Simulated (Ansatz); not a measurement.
Band structure of YbH2 (Fm-3m, 3 atoms in the cell).

```
YbH2
1.0
    0.00000     2.70043     2.70043
    2.70043     0.00000     2.70043
    2.70043     2.70043     0.00000
Yb H
1 2
Direct
  0.00000   0.00000   0.00000
  0.75000   0.75000   0.75000
  0.25000   0.25000   0.25000
```

Method of the run: LDA (PW92), PAW files made with PBE (plane waves; Ansatz, a program for electronic structure).

Settings: kpoints.mp_grid.grid = 9 9 9; hamiltonian.xc = lda; hamiltonian.pseudopotentials = {kind: paw} (the program's default PAW files); scf.occupations.method = fermi_dirac; scf.occupations.width = 0.05 eV; kpoints.band_path.npoints = 8.

The starting cell comes from a database of computed structures (which also holds hypothetical and non-ambient phases and stackings), without a prior relaxation at this level. Spin-orbit coupling is off. Spin polarisation is off.

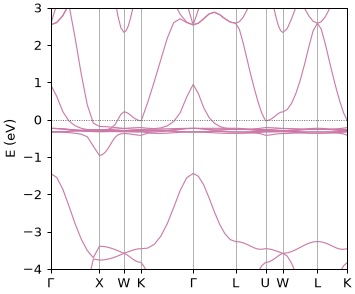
Figure. Bands along the path, energies from the Fermi level.

Levels in eV from the Fermi level, bands 10 to 16:
```json
[
 {"point": "Γ", "10": "-0.23", "11": "-0.23", "12": "-0.23", "13": "0.94", "14": "2.54", "15": "2.54", "16": "2.54"},
 {"point": "X", "10": "-0.31", "11": "-0.29", "12": "-0.27", "13": "-0.27", "14": "-0.18", "15": "6.39", "16": "6.39"},
 {"point": "W", "10": "-0.31", "11": "-0.29", "12": "-0.23", "13": "-0.23", "14": "0.21", "15": "2.34", "16": "6.65"},
 {"point": "K", "10": "-0.31", "11": "-0.29", "12": "-0.26", "13": "-0.21", "14": "-0.03", "15": "4.13", "16": "4.38"},
 {"point": "L", "10": "-0.26", "11": "-0.26", "12": "-0.26", "13": "-0.23", "14": "2.58", "15": "2.58", "16": "5.18"},
 {"point": "U", "10": "-0.31", "11": "-0.29", "12": "-0.26", "13": "-0.21", "14": "-0.03", "15": "4.13", "16": "4.38"}
]
```

Bands cross the Fermi level along this path, so the cell is metallic at this level.

Keys are those of Ansatz 0.2.
